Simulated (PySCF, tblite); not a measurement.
**C₅H₇FN radical: geometry, infrared bands and EPR parameters**

Wanted: the infrared bands and EPR parameters of C₅H₇FN radical (`C[CH][C@@H](F)CC#N`), by calculation.

Programs: tblite 0.8.0 and PySCF 2.14.0, with density-fitted response routines of our own. Each step states its level of theory. These are calculated values for one molecule in the gas phase, unless marked as measured. Atoms count from 0, in the outputs and in this text.

## Step 1: The molecule as given

14 atoms, charge 0, multiplicity 2; geometry from: force field or distance geometry start.

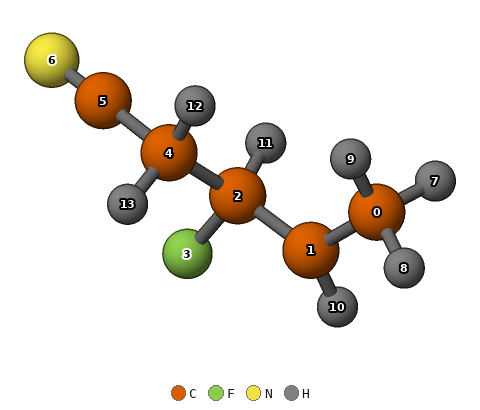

As it starts; carbon orange, fluorine green, nitrogen yellow, hydrogen grey, atoms numbered.

## Step 2: Optimising the geometry with GFN2-xTB

The job: settings as JSON, then the geometry in Å.

```
{"job": {"kind": "relax", "xc": "GFN2-xTB", "basis": "xTB"}, "charge": 0, "multiplicity": 2}
C      1.994200     0.360700    -0.102400
C      1.014100    -0.704600    -0.344500
C     -0.396900    -0.427400    -0.484400
F     -1.031500    -1.661500    -0.671300
C     -1.134400     0.228200     0.618200
C     -2.545500     0.400800     0.202400
N     -3.651700     0.527200    -0.133500
H      2.346800     0.774100    -1.069400
H      2.878800    -0.056900     0.432200
H      1.649700     1.220400     0.496600
H      1.405100    -1.586100    -0.885400
H     -0.599400     0.111800    -1.445300
H     -0.765300     1.210300     0.952400
H     -1.164800    -0.397500     1.532400
```

The run is started by

```sh
> OMP_NUM_THREADS=1 python probes_run.py task.json out
```

The driver reads the jobs from task.json and runs them one after another.

What it wrote:

```text
step      E/eV     max force
  0    -593.18718    2.704
  1    -593.21304    7.175
  2    -593.33029    2.146
  3    -593.37380    0.461
  4    -593.38238    0.278
  5    -593.40037    0.719
  6    -593.40985    0.517
  7    -593.41486    0.192
  8    -593.41945    0.272
  9    -593.42614    0.516
 10    -593.43276    0.559
 11    -593.43845    0.346
 12    -593.44317    0.149
 13    -593.44775    0.410
 14    -593.45244    0.460
 15    -593.45634    0.284
 16    -593.45939    0.138
 17    -593.46239    0.229
 18    -593.46572    0.374
 19    -593.46901    0.361
 20    -593.47152    0.200
 21    -593.47346    0.125
 22    -593.47529    0.235
 23    -593.47689    0.240
 24    -593.47836    0.203
 25    -593.47958    0.070
 26    -593.48043    0.119
 27    -593.48113    0.165
 28    -593.48190    0.132
 29    -593.48244    0.065
 30    -593.48293    0.065
 31    -593.48347    0.130
 32    -593.48413    0.147
 33    -593.48479    0.103
 34    -593.48541    0.074
 35    -593.48604    0.109
 36    -593.48678    0.177
 37    -593.48761    0.173
 38    -593.48833    0.092
 39    -593.48892    0.084
 40    -593.48954    0.125
 41    -593.49033    0.189
 42    -593.49133    0.190
 43    -593.49250    0.119
 44    -593.49386    0.181
 45    -593.49558    0.285
 46    -593.49765    0.294
 47    -593.49975    0.190
 48    -593.50175    0.136
 49    -593.50411    0.219
 50    -593.50623    0.270
 51    -593.50892    0.393
 52    -593.51135    0.318
 53    -593.51519    0.107
 54    -593.51610    0.119
 55    -593.51754    0.106
 56    -593.51823    0.097
 57    -593.51877    0.083
 58    -593.51924    0.059
 59    -593.51965    0.062
 60    -593.52027    0.060
 61    -593.52075    0.058
 62    -593.52105    0.039
 63    -593.52121    0.032
 64    -593.52138    0.036
 65    -593.52166    0.058
 66    -593.52207    0.083
 67    -593.52254    0.076
 68    -593.52292    0.055
 69    -593.52320    0.052
 70    -593.52341    0.043
 71    -593.52360    0.043
 72    -593.52376    0.030
 73    -593.52388    0.028
 74    -593.52397    0.029
 75    -593.52409    0.035
 76    -593.52420    0.030
 77    -593.52428    0.017
 78    -593.52433    0.018
 79    -593.52437    0.017
 80    -593.52442    0.017
 81    -593.52447    0.012
 82    -593.52450    0.011
 83    -593.52452    0.014
 84    -593.52455    0.016
 85    -593.52460    0.018
 86    -593.52465    0.015
 87    -593.52469    0.019
 88    -593.52474    0.020
 89    -593.52482    0.026
 90    -593.52495    0.033
 91    -593.52514    0.041
 92    -593.52532    0.028
 93    -593.52544    0.035
 94    -593.52555    0.031
 95    -593.52574    0.039
 96    -593.52606    0.054
 97    -593.52656    0.066
 98    -593.52707    0.096
 99    -593.52761    0.108
100    -593.52809    0.101
101    -593.52876    0.062
102    -593.52934    0.048
103    -593.52959    0.030
104    -593.52968    0.019
105    -593.52977    0.026
106    -593.52987    0.019
107    -593.52994    0.081
108    -593.53000    0.017
109    -593.53004    0.014
110    -593.53011    0.022
111    -593.53014    0.016
112    -593.53017    0.014
113    -593.53019    0.016
114    -593.53021    0.021
115    -593.53025    0.017
116    -593.53033    0.017
117    -593.53039    0.022
118    -593.53046    0.027
119    -593.53058    0.043
120    -593.53044    0.091
121    -593.53083    0.042
122    -593.53095    0.038
123    -593.53114    0.042
124    -593.53125    0.036
125    -593.53136    0.040
126    -593.53180    0.058
127    -593.53204    0.062
128    -593.53239    0.067
129    -593.53279    0.075
130    -593.53318    0.100
131    -593.53350    0.054
132    -593.53399    0.043
133    -593.53432    0.099
134    -593.53475    0.068
135    -593.53529    0.041
136    -593.53557    0.065
137    -593.53565    0.027
138    -593.53574    0.033
139    -593.53577    0.012
140    -593.53578    0.010
```

Run time: 0.72 s. Hardware: 1 thread of Arm Neoverse V1, shared host.

Relaxation path: (not every step is listed)

```
step  energy from step 0 (eV)  largest force (eV/Å)
   0                   0.0000                2.7043
   1                  -0.0259                7.1745
   2                  -0.1431                2.1461
   3                  -0.1866                0.4606
   4                  -0.1952                0.2783
   5                  -0.2132                0.7187
   6                  -0.2227                0.5170
   7                  -0.2277                0.1916
   8                  -0.2323                0.2718
  20                  -0.2843                0.1995
  32                  -0.2970                0.1468
  44                  -0.3067                0.1807
  56                  -0.3311                0.0973
  68                  -0.3357                0.0550
  80                  -0.3372                0.0171
  92                  -0.3381                0.0283
 104                  -0.3425                0.0190
 116                  -0.3432                0.0171
 128                  -0.3452                0.0669
 135                  -0.3481                0.0411
 136                  -0.3484                0.0653
 137                  -0.3485                0.0266
 138                  -0.3486                0.0333
 139                  -0.3486                0.0122
 140                  -0.3486                0.0096
```

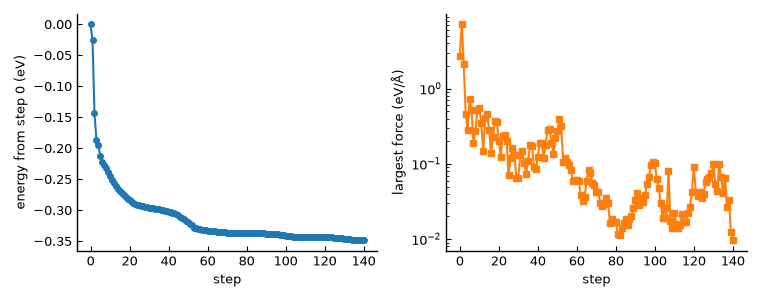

Energy and force, step by step.

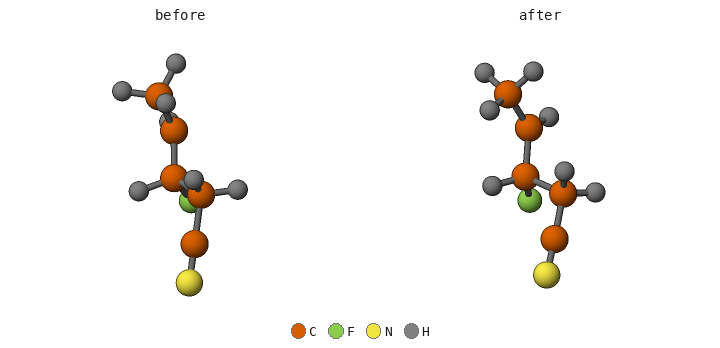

Before and after, at one scale.

Distances of close pairs at the start and the end, largest changes first:

```csv
bond,before (Å),after (Å),change (Å)
C2–C4,1.480,1.561,+0.081
C4–C5,1.481,1.438,-0.043
C1–H10,1.106,1.076,-0.030
C1–C2,1.445,1.472,+0.027
C0–H8,1.115,1.095,-0.020
C5–N6,1.163,1.143,-0.020
C2–H11,1.120,1.101,-0.020
C2–F3,1.400,1.381,-0.019
```

The final coordinates are the input of the step that follows.

## Step 3: Harmonic vibrations with GFN2-xTB

The job: settings as JSON, then the geometry in Å.

```
{"job": {"kind": "ir", "xc": "GFN2-xTB", "basis": "xTB"}, "charge": 0, "multiplicity": 2}
C      2.006266     0.448929    -0.282191
C      1.010051    -0.636167    -0.335876
C     -0.412686    -0.378626    -0.609780
F     -1.005064    -1.499035    -1.159585
C     -1.201239    -0.030292     0.691571
C     -2.519024     0.459734     0.387384
N     -3.554567     0.862726     0.119624
H      2.808043     0.272818    -1.005988
H      2.490487     0.495333     0.698365
H      1.553837     1.414587    -0.497295
H      1.305108    -1.646847    -0.116303
H     -0.549711     0.435021    -1.338091
H     -0.652510     0.734874     1.244618
H     -1.279669    -0.933529     1.301480
```

What it wrote:

```text
mode    cm-1     km/mol
  1      45.9      0.72
  2      52.6      5.37
  3      78.1      3.03
  4     141.4      7.02
  5     243.1      1.26
  6     341.3      2.23
  7     357.7      4.48
  8     380.2      2.82
  9     470.1     16.49
 10     490.9     22.38
 11     542.5      5.62
 12     846.9      1.88
 13     924.1     17.84
 14     940.7     45.43
 15     983.6      2.47
 16    1004.2     16.85
 17    1018.2     96.33
 18    1106.6      4.03
 19    1131.4      2.28
 20    1163.5      3.86
 21    1213.1      4.56
 22    1250.6     12.36
 23    1266.6     29.63
 24    1354.3      7.04
 25    1395.6     11.33
 26    1400.8     11.32
 27    1451.0      4.95
 28    1479.7     10.96
 29    2406.2    253.42
 30    2866.6     27.77
 31    2913.8     14.35
 32    2950.2     20.91
 33    2978.8      5.98
 34    2983.3      5.66
 35    3034.2     23.43
 36    3132.5     17.11
```

Wall time 0.33 s (1 thread of Arm Neoverse V1, shared host).

Which atoms move in the most intense modes:

```csv
cm⁻¹,km/mol,atoms
491,22.4,"F3 21 %, C2 14 %, C1 13 %, C0 13 %"
941,45.4,"C2 46 %, C4 27 %"
1018,96.3,"C2 36 %, F3 17 %, H12 15 %"
1267,29.6,"H13 27 %, H11 27 %, C4 20 %, H12 15 %"
2406,253.4,"C5 60 %, N6 39 %"
2867,27.8,H11 93 %
2950,20.9,"H7 51 %, H8 44 %"
3034,23.4,H9 93 %
```

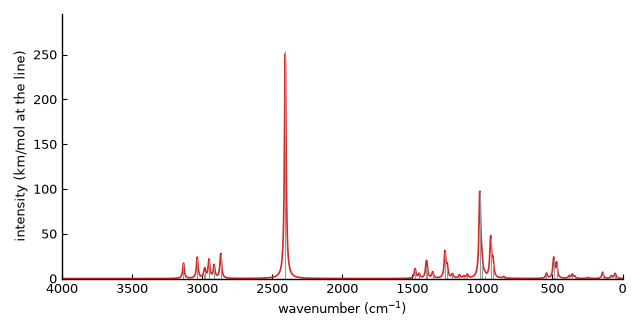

The infrared spectrum from these modes, unscaled. Lines are broadened to a width of 14 cm⁻¹ (Lorentzian).

## Step 4: g tensor and hyperfine couplings: B3LYP/pcH-1

Same as in step 3 but for these lines:

```diff
@@ -1,2 +1,2 @@
-{"job": {"kind": "ir", "xc": "GFN2-xTB", "basis": "xTB"}, "charge": 0, "multiplicity": 2}
+{"job": {"kind": "epr", "basis": "pcH-1"}, "charge": 0, "multiplicity": 2}
 C      2.006266     0.448929    -0.282191
```

Method: UKS B3LYP, pcH-1 on C F H N, non-relativistic, mean-field spin-orbit, GIAO.

What it wrote:

```text
UKS, coarse grid
  cycle   1  E = -349.19169595  |g| = 4.85e-01
  cycle   2  E = -348.95630399  |g| = 9.21e-01
  cycle   3  E = -349.27660563  |g| = 1.68e-01
  cycle   4  E = -349.28742140  |g| = 5.90e-02
  cycle   5  E = -349.28863735  |g| = 1.94e-02
  cycle   6  E = -349.28878904  |g| = 3.54e-03
  cycle   7  E = -349.28879556  |g| = 1.55e-03
  cycle   8  E = -349.28879725  |g| = 4.79e-04
UKS, final grid
  cycle   1  E = -349.28878914  |g| = 4.82e-04
  cycle   2  E = -349.28878905  |g| = 6.75e-04
  cycle   3  E = -349.28878923  |g| = 2.17e-04
  cycle   4  E = -349.28878925  |g| = 3.88e-05
  cycle   5  E = -349.28878925  |g| = 2.31e-05
E = -349.28878925 Eh   <S^2> = 0.7538 (exact 0.7500)
g shifts (ppm)      1          2          3
  rmc          -148       -148       -148
  gc              8         31         34
  oz_so         -66        408        578
  total        -205        292        464
hyperfine (MHz)  atom isotope    a_iso     a_fc   dipolar eigenvalues
    0   13C     -33.77     -33.77     -2.79      1.22      1.57
    1   13C      91.21      91.21    -81.35    -80.66    162.01
    2   13C     -37.10     -37.10     -2.08     -0.50      2.58
    3   19F      54.17      54.17    -28.38    -22.60     50.98
    4   13C      84.94      84.94     -4.77     -4.31      9.09
    5   13C      11.00      11.00     -1.26     -0.90      2.16
    6   14N       0.44       0.44     -0.50     -0.32      0.82
    7    1H     123.61     123.61     -5.49     -3.77      9.26
    8    1H     111.57     111.57     -5.40     -3.53      8.93
    9    1H       2.87       2.87     -4.57     -3.84      8.41
   10    1H     -62.90     -62.90    -38.46     -0.58     39.04
   11    1H      54.60      54.60     -5.81     -3.81      9.62
   12    1H       1.75       1.75     -5.63     -1.96      7.59
   13    1H      -3.98      -3.98     -4.69     -2.09      6.78
```

Wall time 45 s (1 thread of Arm Neoverse V1, shared host); peak memory 0.89 GiB.

Principal g values 2.00211, 2.00261, 2.00278; g(iso) = 2.00250, against 2.00232 for a free electron.

Hyperfine couplings; where a row names several nuclei, a(iso) is their mean (it holds for fast rotation or exchange) and the dipolar term the largest among them:

```csv
nuclei,isotope,a(iso) (MHz),"a(iso) (G, at g = 2.0023)",largest dipolar term (MHz)
C1,13C,91.2,32.5,162.0
C4,13C,84.9,30.3,9.1
"H7, H8, H9",1H,79.3,28.3,9.3
H10,1H,-62.9,-22.4,39.0
H11,1H,54.6,19.5,9.6
F3,19F,54.2,19.3,51.0
C2,13C,-37.1,-13.2,2.6
C0,13C,-33.8,-12.0,-2.8
C5,13C,11.0,3.9,2.2
H13,1H,-4.0,-1.4,6.8
H12,1H,1.7,0.6,7.6
N6,14N,0.4,0.2,0.8
```

Mulliken spin populations:

C0 -0.08; C1 1.02; C2 -0.07; F3 0.01; C4 0.04; C5 0.01; N6 0.01; H7 0.05; H8 0.04; H9 0.00; H10 -0.04; H11 0.02; H12 0.00; H13 0.00

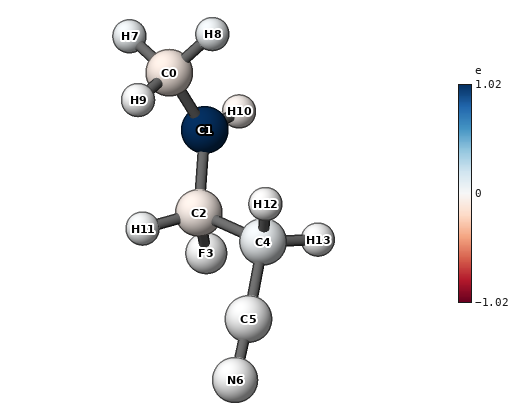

Mulliken spin populations, as colours on the atoms.

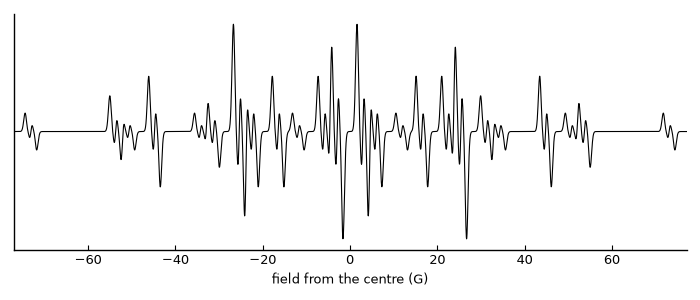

First-order isotropic spectrum (first derivative, main isotopes with spin only, couplings over 0.8 MHz, Gaussian width 0.4 G; couplings of the frozen geometry, rotation of groups not averaged beyond the rows shown).

Orbitals, density, ELF and potential are computed afterwards from the orbital file.

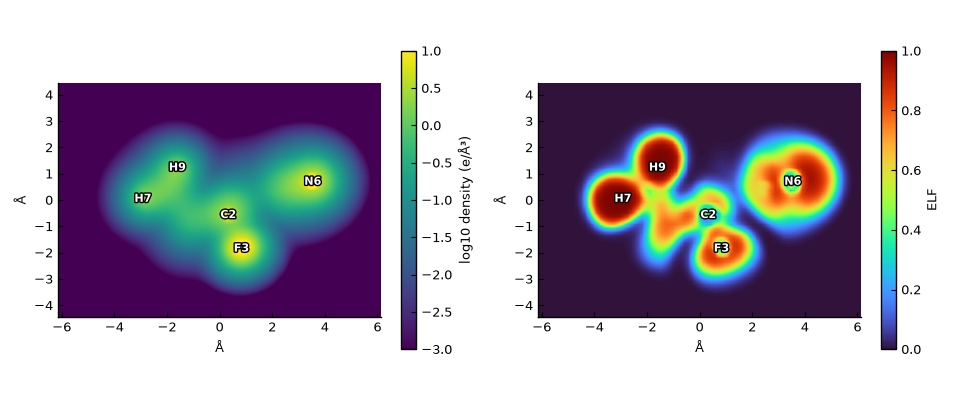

Density (left) and ELF (right) in a plane through or near 5 of the atoms.

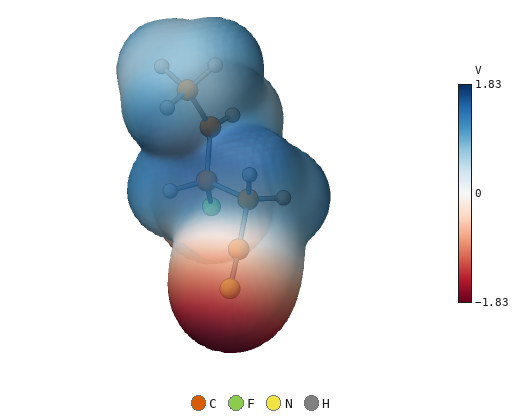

Electrostatic potential on the surface of density 0.002 e/bohr³; red is low, blue high. It runs from -1.83 V near N6 to 1.53 V near H12.

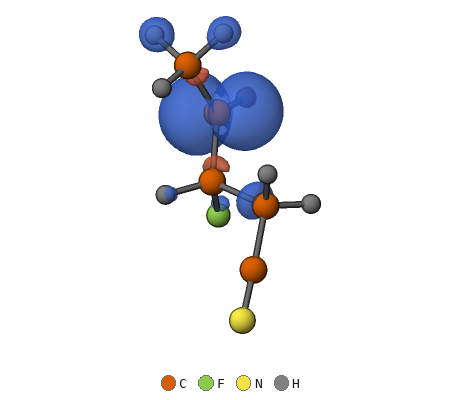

Spin density at ±0.04 e/Å³ (alpha excess blue, beta excess red).

## Step 5: Summary of results

```
                                                                  quantity                  value
                                 strongest single infrared mode (GFN2-xTB)  2406 cm⁻¹, 253 km/mol
                                              zero-point energy (GFN2-xTB)          66.2 kcal/mol
                                                            g(iso) (B3LYP)                2.00250
                                                                      ⟨S²⟩     0.754 (exact 0.75)
                                        largest a(iso) (averaged by class)    13C on C1, 91.2 MHz
potential on the surface of density 0.002 e/bohr³, 1st and 99th percentile     -1.83 V and 1.53 V
```

In words: Over 140 steps the energy fell by 0.349 eV; of the close pairs, C2–C4 changed most, 1.480 to 1.561 Å. No mode is imaginary among the 36: a minimum at this level. The strongest single mode, at 2406 cm⁻¹, moves mainly C5 and N6. GFN2-xTB is a fitted tight-binding method: band positions and strengths are rough. Its intensities can rank the bands wrongly. Most of the unpaired spin sits on C1 (1.02 e). The isotropic g lies 0.2 ppt above the free-electron value. These values are for one conformer; the search (at its own cheap level) found 2 more, at 0.34, 0.45 kcal/mol, and measured spectra average over such forms.
